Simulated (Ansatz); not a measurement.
## The dipole moment down a group: N to As

Gas-phase molecules, one atom swapped for its congeners: BH(CH3)2(NH3); BH(CH3)2(PH3); BH(AsH3)(CH3)2. All are singlets with charge 0.

Shapes, held fixed at every level: PBE0-D4/def2-TZVP. Programs: Ansatz 0.2.0. Values in D.

```tsv
level	BH(CH3)2(NH3)	BH(CH3)2(PH3)	BH(AsH3)(CH3)2
PBE-D4/def2-TZVPP	4.70	3.33	3.03
r2SCAN-D4/def2-TZVPP	4.78	3.44	3.10
B3LYP-D4/def2-TZVPP	4.77	3.49	3.08
wB97M-V/def2-TZVPP	4.81	3.56	3.19
```

At wB97M-V/def2-TZVPP the dipole moment falls at every step, from 4.81 to 3.19 D. Every level shows the same order. Relativity is left out for As.

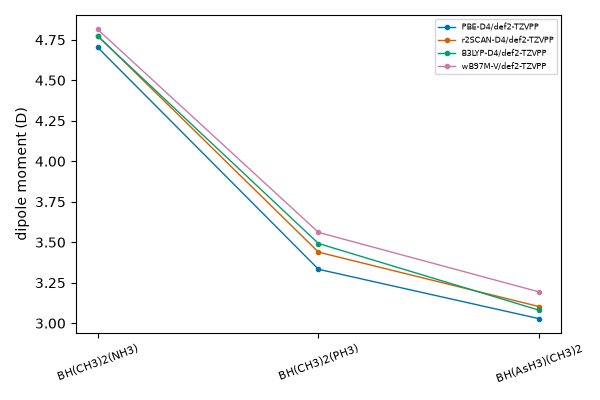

The trend along the series, level by level.
